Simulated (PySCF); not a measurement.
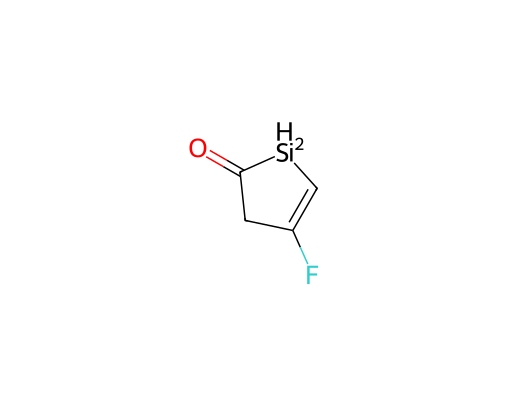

2D structure.

Write the SMILES.

Answer. O=C1CC(F)=C[SiH2]1

Give the formula, hydrogens included.

Answer. C4H5FOSi.

More results for the same structure follow; atom numbers are the same in all pictures, views and colours differ. Computed geometry: PBE0-D3(BJ)/def2-SVP optimisation. No frequency run is at hand to confirm it as a minimum.

**Geometry**

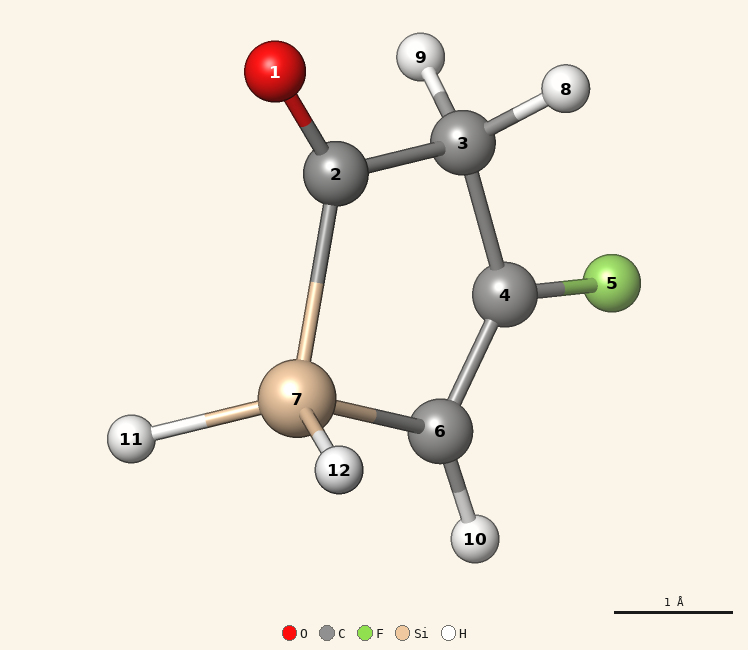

The atoms are numbered. No frequency run is at hand to confirm it as a minimum.

Which atoms are bonded, and how long are the bonds?

```json
{"bond": "O1–C2", "length (Å)": "1.203", "order": "double"}
{"bond": "C2–C3", "length (Å)": "1.531", "order": "single"}
{"bond": "C2–Si7", "length (Å)": "1.950", "order": "single"}
{"bond": "C3–C4", "length (Å)": "1.494", "order": "single"}
{"bond": "C3–H8", "length (Å)": "1.105", "order": "single"}
{"bond": "C3–H9", "length (Å)": "1.104", "order": "single"}
{"bond": "C4–F5", "length (Å)": "1.329", "order": "single"}
{"bond": "C4–C6", "length (Å)": "1.342", "order": "double"}
{"bond": "C6–Si7", "length (Å)": "1.856", "order": "single"}
{"bond": "C6–H10", "length (Å)": "1.092", "order": "single"}
{"bond": "Si7–H11", "length (Å)": "1.493", "order": "single"}
{"bond": "Si7–H12", "length (Å)": "1.493", "order": "single"}
```

**NMR shielding**

The questions are on isotropic NMR shieldings of the C atoms. No frequency run is at hand to confirm it as a minimum. Properties computed with GIAO KT2/pcSseg-1 NMR shielding, non-relativistic, gas phase (PySCF 2.14.0).

Give the isotropic NMR shieldings of the C atoms atom by atom.

```
atom  σ (ppm)
  C2    −39.7
  C3    135.4
  C4     12.1
  C6     92.5
```

**Levels of theory compared**

No frequency run is at hand to confirm it as a minimum. Program: PySCF 2.14.0.

Tabulate HOMO energy (eV), dipole (D) at these levels: KT2/pcSseg-1; PBE/pcSseg-1; PBE0/6-311+G(2d,p); PBE0/6-31G; PBE0/6-31G*; PBE0/STO-3G; PBE0/aug-cc-pVDZ; PBE0/def2-SVP; PBE0/def2-TZVP; PBE0/pcSseg-0; PBE0/pcSseg-1; ωB97X-D/pcSseg-1.

```
             level  HOMO energy (eV)  dipole (D)
      KT2/pcSseg-1             −5.78        1.47
      PBE/pcSseg-1             −5.59        1.48
PBE0/6-311+G(2d,p)             −7.08        1.79
        PBE0/6-31G             −6.94        1.54
       PBE0/6-31G*             −6.76        1.64
       PBE0/STO-3G             −3.76        0.94
  PBE0/aug-cc-pVDZ             −7.04        1.76
     PBE0/def2-SVP             −6.92        1.51
    PBE0/def2-TZVP             −7.02        1.75
     PBE0/pcSseg-0             −7.17        1.45
     PBE0/pcSseg-1             −7.07        1.59
  ωB97X-D/pcSseg-1             −8.95        1.64
```

**Quadrupole coupling**

No frequency run is at hand to confirm it as a minimum. Electric field gradients from the ground-state density, PBE0/cc-pVTZ (PySCF 2.14.0), non-relativistic apart from any core potentials.

Give the largest field-gradient component, the quadrupole coupling constant and the asymmetry for 17O at O1 (Q = −25.6 mb).

```tsv
atom	V_zz (a.u.)	e²qQ/h (MHz)	η
O1	−1.952	11.74	0.62
```

**Ring current**

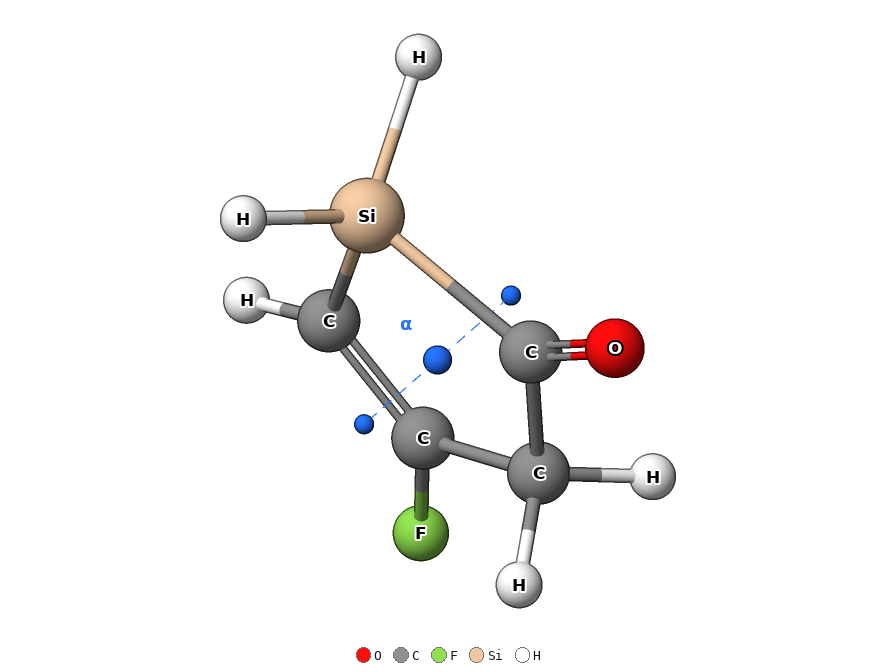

The small points mark where nucleus-independent chemical shifts (NICS) were computed: at the centre of each lettered ring and 1 Å above and below it. No frequency run is at hand to confirm it as a minimum. Level of theory: GIAO PBE0/def2-SVP NMR shielding, non-relativistic, gas phase (PySCF 2.14.0).

Give NICS(0), NICS(1) and the out-of-plane component NICS(1)zz for each ring (means of the two sides).

```json
{"ring": "α", "members": "C4Si", "NICS(0)": "3.3", "NICS(1)": "−1.1", "NICS(1)zz": "−0.6"}
```

Values in ppm.

What do the values say about the ring currents?

Answer. Ring α: weak, as in a non-aromatic ring. NICS is one index among several.
